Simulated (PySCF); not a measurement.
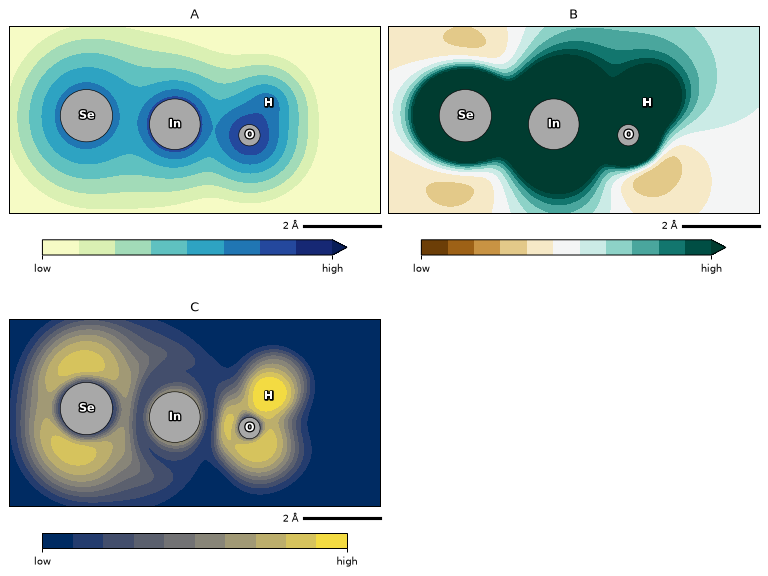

HInOSe: 3 fields on the molecular plane, with unlabelled colour scales. Grey discs cover the atomic cores.

Geometry: B3LYP-D3(BJ)/def2-SVP; core potentials replace the inner electrons of In.

These are results of Gaussian-basis quantum chemistry of an isolated molecule with PySCF, energy and nuclear gradient, functional PBE0 in PySCF 2.14.0, not measurements.

**Match the panels to the quantities (electron density, electron localisation function and electrostatic potential).**

Panel A: electron density. Panel B: electrostatic potential (strongly positive close to the atoms, with negative regions outside electron-rich atoms). Panel C: electron localisation function. From the grid: In–O (1.99 Å): ρ is about 0.8 e/Å³ halfway; the ELF peaks at about 0.85 in the valence shell of O, 0.6 Å from its nucleus, and drops to about 0.15 between the two atoms. In–Se (2.34 Å): the density is about 0.64 e/Å³ at the midpoint; the ELF peaks at about 0.55 in the valence shell of Se, 1.0 Å from its nucleus, and is about 0.45 at the midpoint.
